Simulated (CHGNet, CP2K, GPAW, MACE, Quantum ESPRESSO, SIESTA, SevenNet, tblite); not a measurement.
## Quantum ESPRESSO on generalised stacking fault on (111) (glide set) of a Ge-Si solid solution (72 atoms): settings compared

How far do other settings of Quantum ESPRESSO move the forces in generalised stacking fault on (111) (glide set) of a Ge-Si solid solution (72 atoms)? One run of the same program serves as the yardstick.

Method: the method is named at each step, in Quantum ESPRESSO 7.5.

## (1) Set-up

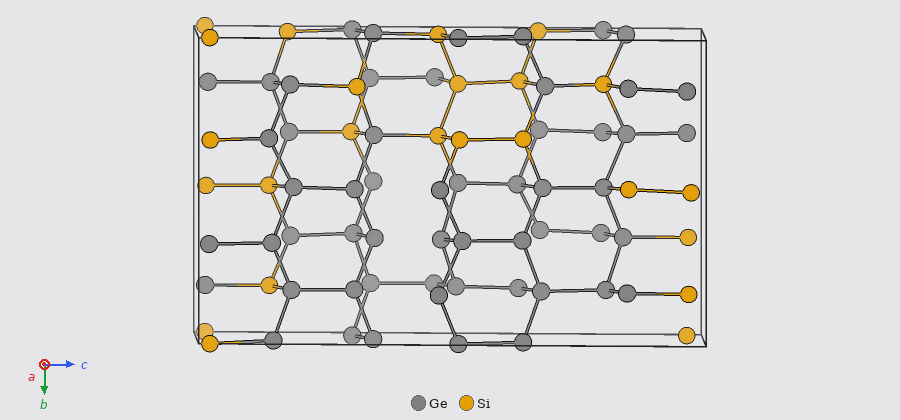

The starting structure, seen from the side, with the c axis across the page (germanium grey, silicon orange). Bonds to atoms that aren't drawn are left out. Some periodic images of atoms are drawn too.

The cell holds 72 atoms: 51 Ge and 21 Si. Its edges and angles: a = 6.849 Å, b = 11.862 Å, c = 19.704 Å, α = 90.0°, β = 83.3°, γ = 90.0°. Diamond-structure Ge lattice (a = 5.5919 Å, the value set for the mixture), cell with z along [111], 1 x 3 x 2 periods; the third cell vector is tilted by 0.333 of 1/2[11-2] and lengthened by 0.2 Å, so the cell holds one fault (glide set); displaced by a Gaussian of 0.01 Å; 21 of 72 Ge sites given to Si at random (lattice constant by Vegard's rule between Ge and Si). Then every atom was moved at random, 0.05 Å r.m.s. a Cartesian component. The structure's axis is c.

The yardstick, on the same geometry:

```
method                 : Kohn-Sham DFT, PBE, SSSP efficiency 1.3.0 pseudopotentials, plane waves (Quantum ESPRESSO 7.5); sssp-pbe-1.3.0-efficiency, cutoffs 45/360 Ry, Γ point
r.m.s. force component : 0.9025 eV/Å
longest force          : 3.609 eV/Å
pressure               : 2.194 GPa
time                   : 7.6 min on 2 MPI ranks of Arm Neoverse V1, shared host
CPU time               : 15 min
```

## (2) PBE, gbrv-1.5, 40/200 Ry

Method: Kohn-Sham DFT, PBE, GBRV 1.5 ultrasoft pseudopotentials, plane waves.

pw.in

```
&control
  calculation = 'scf'
  pseudo_dir = './pseudo'
  outdir = './tmp'
  disk_io = 'none'
  tprnfor = .true.
  tstress = .true.
/
&system
  ibrav = 0
  nat = 72
  ntyp = 2
  ecutwfc = 40
  ecutrho = 200
  nosym = .true.
  occupations = 'smearing'
  smearing = 'fd'
  degauss = 0.003675
/
&electrons
  conv_thr = 3.6e-07
  electron_maxstep = 100
  mixing_beta = 0.2
  mixing_mode = 'local-TF'
  diagonalization = 'david'
/
ATOMIC_SPECIES
Ge 72.630 Ge.upf
Si 28.085 Si.upf
CELL_PARAMETERS angstrom
6.84865 0.00000 0.00000
0.00000 11.86221 0.00000
2.28286 0.00000 19.57091
ATOMIC_POSITIONS crystal
Ge 0.48665 0.16427 0.02329
Ge 0.44885 0.16525 0.14715
Ge 0.76984 0.16019 0.18244
Si 0.73107 0.16760 0.31450
Si 0.99760 0.99968 0.02200
Ge 0.95047 0.98971 0.14766
Si 0.28443 0.00652 0.18189
Ge 0.22677 0.00054 0.31016
Ge 0.55355 0.99921 0.34814
Si 0.51278 0.00371 0.47651
Si 0.48678 0.50295 0.01931
Si 0.45733 0.50179 0.14328
Ge 0.77339 0.49537 0.18919
Ge 0.73338 0.50252 0.30986
Si 0.99378 0.33443 0.02279
Ge 0.95965 0.32899 0.13890
Ge 0.28331 0.33412 0.18502
Si 0.22826 0.33426 0.30732
Ge 0.54454 0.33254 0.34955
Si 0.50519 0.33530 0.47668
Ge 0.05910 0.16541 0.34637
Ge 0.00734 0.16367 0.47464
Si 0.31735 0.17227 0.51732
Si 0.29677 0.16283 0.63922
Ge 0.60472 0.16725 0.68631
Si 0.56609 0.16140 0.80169
Ge 0.82671 0.00297 0.51334
Ge 0.78376 0.99767 0.64126
Si 0.09474 0.00707 0.67724
Ge 0.06632 0.00429 0.80630
Ge 0.36715 0.00642 0.84796
Si 0.33259 0.99016 0.96814
Ge 0.50263 0.82736 0.01752
Si 0.46473 0.82901 0.14445
Ge 0.76595 0.83142 0.18498
Ge 0.73728 0.83025 0.30903
Ge 0.99364 0.67456 0.02054
Ge 0.95204 0.67070 0.14486
Ge 0.26368 0.67437 0.18812
Ge 0.23914 0.66593 0.31242
Ge 0.54996 0.66891 0.35094
Ge 0.51050 0.67350 0.48223
Ge 0.04926 0.50335 0.35333
Ge 0.99330 0.49388 0.47552
Ge 0.33157 0.49568 0.51713
Ge 0.28530 0.50114 0.63432
Ge 0.60633 0.50010 0.68149
Ge 0.56279 0.49898 0.80199
Si 0.82253 0.33587 0.51561
Si 0.78526 0.33332 0.64157
Ge 0.10371 0.32949 0.67910
Ge 0.06377 0.33779 0.80524
Ge 0.37289 0.33149 0.84868
Ge 0.34092 0.32818 0.96801
Ge 0.89624 0.16254 0.84759
Ge 0.84929 0.17261 0.96364
[... 12 atom lines left out ...]
Si 0.87381 0.49292 0.84841
Si 0.84363 0.50356 0.97187
Ge 0.87017 0.83251 0.84533
Si 0.84261 0.83566 0.96701
K_POINTS gamma
```

The run is started by

```
> OMP_NUM_THREADS=1 mpirun -np 4 pw.x -in pw.in > output.txt
```

Output:

```text
Program PWSCF
     gamma-point specific algorithms are used
     one sub-group per band group will be used
     scalapack distributed-memory algorithm (size of sub-group:  2*  2 procs)
     Parallelization info
     sticks:   dense  smooth     PW     G-vecs:    dense   smooth      PW
     Min        1151     921    230               128101    91639   11436
     Max        1152     922    232               128110    91642   11440
     Sum        4607    3687    923               512431   366561   45753
     bravais-lattice index     =            0
     lattice parameter (alat)  =      12.9421  a.u.
     unit-cell volume          =   10729.4683 (a.u.)^3
     number of atoms/cell      =           72
     number of atomic types    =            2
     number of electrons       =       798.00
     number of Kohn-Sham states=          479
     kinetic-energy cutoff     =      40.0000  Ry
     charge density cutoff     =     200.0000  Ry
     scf convergence threshold =      3.6E-07
     mixing beta               =       0.2000
     number of iterations used =            8  local-TF  mixing
     Exchange-correlation= SLA  PW   PBE  PBE
                           (   1   4   3   4   0   0   0)
     crystal axes: (cart. coord. in units of alat)
               a(1) = (   1.000000   0.000000   0.000000 )
               a(2) = (   0.000000   1.732051   0.000000 )
               a(3) = (   0.333330   0.000000   2.857630 )
     reciprocal axes: (cart. coord. in units 2 pi/alat)
               b(1) = (  1.000000  0.000000 -0.116646 )
               b(2) = (  0.000000  0.577350  0.000000 )
               b(3) = (  0.000000  0.000000  0.349940 )
     PseudoPot. # 1 for Ge:
     Pseudo is Ultrasoft + core correction, Zval = 14.0
     PseudoPot. # 2 for Si:
     Pseudo is Ultrasoft + core correction, Zval =  4.0
     atomic species   valence    mass     pseudopotential
     Ge               14.00    72.63000     Ge( 1.00)
     Si                4.00    28.08500     Si( 1.00)
     No symmetry found
   Cartesian axes
     number of k points=     1  Fermi-Dirac smearing, width (Ry)=  0.0037
                       cart. coord. in units 2pi/alat
        k(    1) = (   0.0000000   0.0000000   0.0000000), wk =   2.0000000
     Dense  grid:   256216 G-vectors     FFT dimensions: (  60, 108, 180)
     Smooth grid:   183281 G-vectors     FFT dimensions: (  54,  96, 150)
     Check: negative core charge=   -0.000001
     Initial potential from superposition of free atoms
     starting charge     797.9414, renormalised to     798.0000
     Starting wfcs are  543 randomized atomic wfcs
     Self-consistent Calculation
     iteration #  1     ecut=    40.00 Ry     beta= 0.20
     Threshold (ethr) on eigenvalues was too large:
     Diagonalizing with lowered threshold
     total energy              =  -11096.92051277 Ry
     estimated scf accuracy    <       1.54909661 Ry
     iteration #  2     ecut=    40.00 Ry     beta= 0.20
     total energy              =  -11096.65644915 Ry
     estimated scf accuracy    <       1.16205464 Ry
     iteration #  3     ecut=    40.00 Ry     beta= 0.20
     total energy              =  -11096.71497332 Ry
     estimated scf accuracy    <       0.02439763 Ry
     iteration #  4     ecut=    40.00 Ry     beta= 0.20
     total energy              =  -11096.71951170 Ry
     estimated scf accuracy    <       0.01461459 Ry
     iteration #  5     ecut=    40.00 Ry     beta= 0.20
     total energy              =  -11096.72055332 Ry
     estimated scf accuracy    <       0.00350248 Ry
     iteration #  6     ecut=    40.00 Ry     beta= 0.20
     total energy              =  -11096.72097010 Ry
     estimated scf accuracy    <       0.00060489 Ry
     iteration #  7     ecut=    40.00 Ry     beta= 0.20
     total energy              =  -11096.72101980 Ry
     estimated scf accuracy    <       0.00010607 Ry
     iteration #  8     ecut=    40.00 Ry     beta= 0.20
     total energy              =  -11096.72103903 Ry
     estimated scf accuracy    <       0.00003847 Ry
     iteration #  9     ecut=    40.00 Ry     beta= 0.20
     total energy              =  -11096.72104554 Ry
     estimated scf accuracy    <       0.00001295 Ry
     iteration # 10     ecut=    40.00 Ry     beta= 0.20
     total energy              =  -11096.72104873 Ry
     estimated scf accuracy    <       0.00000415 Ry
     iteration # 11     ecut=    40.00 Ry     beta= 0.20
     total energy              =  -11096.72105140 Ry
     estimated scf accuracy    <       0.00000067 Ry
     iteration # 12     ecut=    40.00 Ry     beta= 0.20
     End of self-consistent calculation
          k = 0.0000 0.0000 0.0000 ( 22877 PWs)   bands (ev):
   -17.1491 -17.1466 -17.1289 -17.1247 -17.1080 -17.0919 -17.0856 -17.0849
   -17.0796 -17.0780 -17.0764 -17.0750 -17.0737 -17.0701 -17.0666 -17.0644
   -17.0598 -17.0592 -17.0572 -17.0547 -17.0539 -17.0518 -17.0491 -17.0390
   -17.0361 -17.0266 -17.0240 -17.0224 -17.0209 -17.0175 -17.0168 -17.0126
   -17.0096 -17.0077 -17.0063 -17.0028 -16.9970 -16.9947 -16.9921 -16.9890
   -16.9843 -16.9825 -16.9815 -16.9782 -16.9770 -16.9752 -16.9741 -16.9719
   -16.9710 -16.9701 -16.9682 -16.9639 -16.9620 -16.9599 -16.9577 -16.9571
   -16.9547 -16.9519 -16.9431 -16.9426 -16.9391 -16.9373 -16.9352 -16.9336
   -16.9315 -16.9292 -16.9284 -16.9262 -16.9247 -16.9220 -16.9210 -16.9191
   -16.9163 -16.9141 -16.9137 -16.9127 -16.9101 -16.9078 -16.9053 -16.9041
   -16.9022 -16.9006 -16.8985 -16.8968 -16.8962 -16.8952 -16.8928 -16.8906
   -16.8872 -16.8861 -16.8837 -16.8812 -16.8794 -16.8771 -16.8750 -16.8696
[...]
10.4329  10.5118  10.5410  10.6253  10.6659  10.6918  10.7207  10.7300
    10.7608  10.8067  10.8504  10.8691  10.8860  10.9278  10.9734  11.0196
    11.0454  11.0775  11.0882  11.1374  11.1444  11.1671  11.2251  11.2334
    11.2701  11.3465  11.3681  11.3904  11.4129  11.4746  11.5568  11.5873
    11.5967  11.6522  11.7034  11.8768  11.9156  11.9322  11.9643  12.0009
    12.0700  12.0845  12.1160  12.1245  12.1723  12.2090  12.2496
     the Fermi energy is     8.1547 ev
!    total energy              =  -11096.72105531 Ry
     estimated scf accuracy    <       0.00000031 Ry
     smearing contrib. (-TS)   =      -0.00937476 Ry
     internal energy E=F+TS    =  -11096.71168055 Ry
     The total energy is F=E-TS. E is the sum of the following terms:
     one-electron contribution =   -8479.99020022 Ry
     hartree contribution      =    4929.63777162 Ry
     xc contribution           =   -3064.33798511 Ry
     ewald contribution        =   -4482.02126683 Ry
     convergence has been achieved in  12 iterations
     Forces acting on atoms (cartesian axes, Ry/au):
     atom    1 type  1   force =     0.01247455   -0.03137247   -0.07054184
     atom    2 type  1   force =     0.03112746    0.02830067   -0.02852531
     atom    3 type  1   force =     0.00912984    0.01417628    0.05732216
     atom    4 type  2   force =     0.01268785   -0.00344089   -0.05216552
     atom    5 type  2   force =    -0.00441028   -0.00017594   -0.05948949
     atom    6 type  1   force =     0.05477205    0.03682585   -0.04197206
     atom    7 type  2   force =    -0.04260127   -0.09230051    0.03584949
     atom    8 type  1   force =     0.03857120   -0.01606280   -0.05579310
     atom    9 type  1   force =    -0.00805404    0.00825303    0.04479255
     atom   10 type  2   force =    -0.03017005    0.01302155   -0.02721550
     atom   11 type  2   force =     0.02726200   -0.00898900   -0.02979999
     atom   12 type  2   force =     0.00306374    0.02232481   -0.01065557
[...]
atom   68 type  2   force =    -0.01394725   -0.03101827    0.01088495
     atom   69 type  2   force =     0.00228587    0.04920084    0.01540283
     atom   70 type  2   force =    -0.02321611   -0.01319808    0.03495340
     atom   71 type  1   force =     0.07575173    0.00909130    0.02058388
     atom   72 type  2   force =     0.00578649    0.02028630    0.05360787
     Total force =     0.515890     Total SCF correction =     0.003216
     Computing stress (Cartesian axis) and pressure
          total   stress  (Ry/bohr**3)                   (kbar)     P=       22.77
  -0.00016528   0.00000467   0.00000139          -24.31        0.69        0.20
   0.00000467   0.00053642  -0.00000344            0.69       78.91       -0.51
   0.00000139  -0.00000344   0.00009318            0.20       -0.51       13.71
     Message from routine punch:
     Nothing written, as per user request (disk_io='none')
```

Run time: 3 min. Hardware: 4 MPI ranks of Arm Neoverse V1, shared host; peak memory 2.4 GiB; 12 min of CPU time.

Banners, paths, timers and routine set-up lines are dropped from the logs unmarked, and long logs keep their key lines alone; longer cuts are marked.

Against the reference:

```
r.m.s. force component                  : 0.9025 eV/Å
r.m.s. difference of force components   : 1.593 meV/Å
longest difference of force vectors     : 5.918 meV/Å
force difference over r.m.s. force      : 0.1766 %
slope of forces against the reference's : 1
correlation of force components         : 1
pressure                                : 2.277 GPa
pressure difference                     : 0.083 GPa
```

Length of the force difference by element (eV/Å):

```
element  atoms    mean    most
     Ge     51  0.0023  0.0059
     Si     21  0.0027  0.0046
```

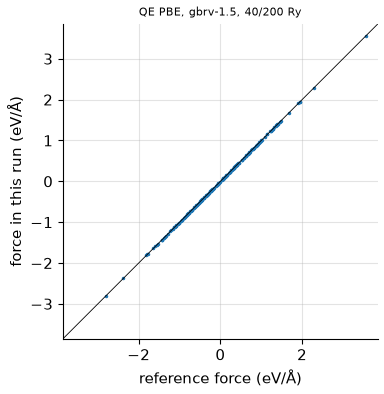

Force components against those of the reference; the line marks equality.

A closer look about Ge46, picked at random: 9 atoms, nearest first, numbered in the order of the input, with positions taken from that point.

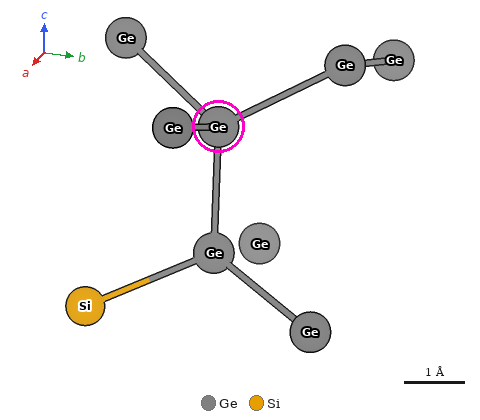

The atoms of the table, within 3.9 Å (arrows a, b, c point along x, y, z); some may hide others; the central atom is ringed.

```
atom      x      y      z  distance (Å)     Fx     Fy  Fz (eV/Å)
Ge46   0.00   0.00   0.00          0.00   0.62  -1.02       1.41
Ge45   0.05  -0.06  -2.29          2.29  -0.89   0.86      -1.35
Ge65  -1.16   1.85   0.91          2.37   0.37   1.67      -0.30
Ge47   2.31  -0.01   0.92          2.48  -0.55  -0.52      -0.73
Ge51  -1.14  -2.04   0.88          2.49   0.14  -0.05       0.06
Ge42   1.20   2.04  -2.98          3.80   0.03  -1.23      -1.28
Si20   1.15  -1.97  -3.09          3.83   0.71  -0.95      -0.50
Ge44  -2.36  -0.09  -3.11          3.90   1.29   0.89       0.23
Ge64  -3.39   1.94   0.11          3.91  -0.19   0.63       0.70
```

Forces lie 0.18 % from the reference's, at 0.78 times its CPU time (on 4 against 2 cores).

## (3) What came out

| Property | Result |
| --- | --- |
| force difference from the reference | QE PBE, gbrv-1.5, 40/200 Ry, 0.18 % |
| its CPU time | 12 min |

**Reading.** PBE on plane waves or a grid with other potentials, cutoffs or grids differs from the reference by 0.18 % (QE PBE, gbrv-1.5, 40/200 Ry) of the r.m.s. force; this holds the reference's own error, so differences of a few per cent don't tell which side is nearer the exact PBE result. The reference's pressure holds the uncorrected Pulay stress of its 45 Ry basis, so small pressure differences, and their order, may be the reference's own error. The reference's stress is far from hydrostatic: its diagonal is -2.5, 7.8, 1.3 GPa, compression counted positive. The host structure and its lattice constant were typed by rule, without a check against the phase diagram. The reference's pressure of 2.2 GPa belongs to a cell and atoms that aren't relaxed at this level. The electronic-structure runs sample only Γ, in a cell whose shortest periodic width is 7 Å, which is coarse for a cell with partly filled levels.

[Also dropped from logs without a mark: logging warnings of Python, and SIESTA's first energy breakdown and zero terms.]

[Logs are printed without paths, hosts, clocks, repeated set-up lines and the standing remarks that a program may print on its own settings, such as how far it seeks lower states.]

[Hosts, paths, dates, database ids (printed as entryN), source tags and the programs' standing remarks are cut or masked in the printed files.]
